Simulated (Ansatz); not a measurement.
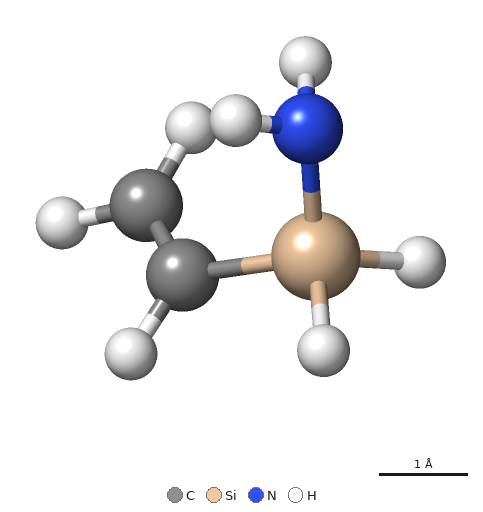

Starting structure of C2H7NSi (coarse preliminary run). The picture is a ball-and-stick view, seen from a free direction.

The start comes from a force field.

Computed with Ansatz 0.2.0, RKS PBE-D4/def2-SVP.

Input file:
```yaml
crystal:
  periodic: [false, false, false]
  atoms:
    - {symbol: C, position_ang: [-0.870100, 1.270800, -0.734600]}
    - {symbol: C, position_ang: [0.210200, 0.997300, -0.104000]}
    - {symbol: Si, position_ang: [0.487400, -0.479600, 0.909800]}
    - {symbol: N, position_ang: [0.304600, -1.828200, -0.056200]}
    - {symbol: H, position_ang: [-0.983200, 2.223700, -1.346200]}
    - {symbol: H, position_ang: [-1.806100, 0.705100, -0.713400]}
    - {symbol: H, position_ang: [1.093900, 1.669800, -0.162500]}
    - {symbol: H, position_ang: [-0.379800, -0.527400, 2.054500]}
    - {symbol: H, position_ang: [1.935500, -0.515000, 1.393500]}
    - {symbol: H, position_ang: [0.813200, -1.769900, -0.860400]}
    - {symbol: H, position_ang: [-0.740200, -1.803600, -0.360000]}
basis:
  gaussian: {orbitals: def2-SVP}
hamiltonian: {xc: pbe, dispersion: d4}
relax: {f_tol: 0.03, max_steps: 200}
```

Question: What does the optimiser find from here?

Answer: After 13 accepted moves (15 points after the start) the energy has fallen by 0.894 eV. Largest force component: 4.8 eV/Å at the start, 0.029 eV/Å at the end. The line search rejected the trial steps at points 10, 13 of the run. The forces were under the threshold at step 12, but the run went on from there. The atom that moves furthest after the best rigid fit is H7 (1.15 Å). By element the largest moves are H 1.15 Å, C 0.35 Å, N 0.30 Å, Si 0.13 Å. Among the contacts that change: Si3–N4 1.669 → 1.746 Å, C2–Si3 1.813 → 1.886 Å, Si3–H8 1.437 → 1.507 Å, N4–H10 0.953 → 1.023 Å. Among the angles between lasting bonds that change: Si3–N4–H11 104.4° → 119.0°, Si3–N4–H10 112.4° → 119.3°, C2–C1–H6 127.0° → 120.7°. Groups turn about C2–Si3 by about 60°. The run took about 80 core-seconds on a shared host.

Final geometry:

```xyz
11

C    -0.6686    1.3196   -0.9606
C     0.0935    1.2185    0.1474
Si    0.6035   -0.4495    0.8647
N     0.0108   -1.8333   -0.0196
H    -0.9700    2.2889   -1.3952
H    -1.0209    0.4129   -1.4876
H     0.4256    2.1514    0.6459
H     0.0838   -0.5537    2.2759
H     2.1086   -0.5310    0.8905
H     0.3883   -2.0315   -0.9498
H    -0.9892   -2.0492    0.0090
```

After the run, drawn alike:

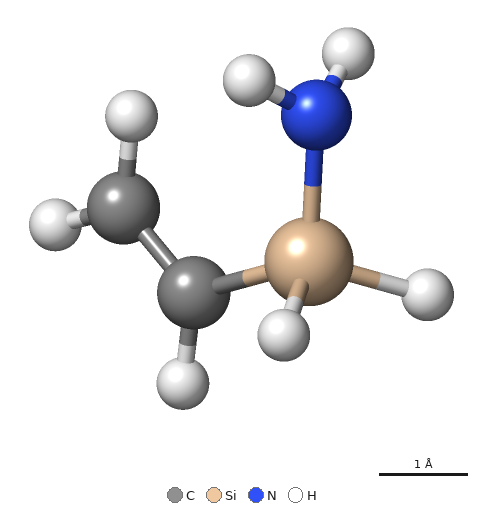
